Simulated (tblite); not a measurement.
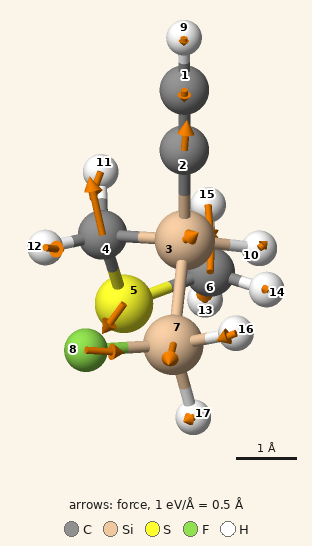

Starting geometry of C$_{4}$H$_{9}$FSSi$_{2}$ with the computed forces as orange arrows. The picture is a ball-and-stick view, seen from a free direction.

Level of theory: GFN2-xTB geometry optimisation, gas phase (tblite 0.8.0). 

Is this structure relaxed? If not, where do the atoms go?

It isn't relaxed: the largest force vector, on C4, is 2.06 eV/Å. The final displacements have little in common with the starting forces (cosine between the two patterns 0.29). The largest move after the best rigid fit is that of F8, 2.60 Å. Largest moves by element: F 2.60 Å, H 2.57 Å, C 0.34 Å, Si 0.16 Å, S 0.08 Å. Some distances before and after: Si3–Si7 2.234 → 2.310 Å, C6–H15 1.141 → 1.087 Å, Si3–C4 1.863 → 1.915 Å, Si7–F8 1.667 → 1.616 Å. Among the angles between lasting bonds that change: Si3–Si7–H16 105.1° → 116.7°, C4–S5–C6 110.1° → 100.1°, F8–Si7–H17 113.1° → 103.2°. Groups turn about Si3–Si7 by about 135°. The energy falls by 0.670 eV in 277 geometry steps. Cost: 4.1 s on 1 thread of Arm Neoverse N1, with other jobs on the host.
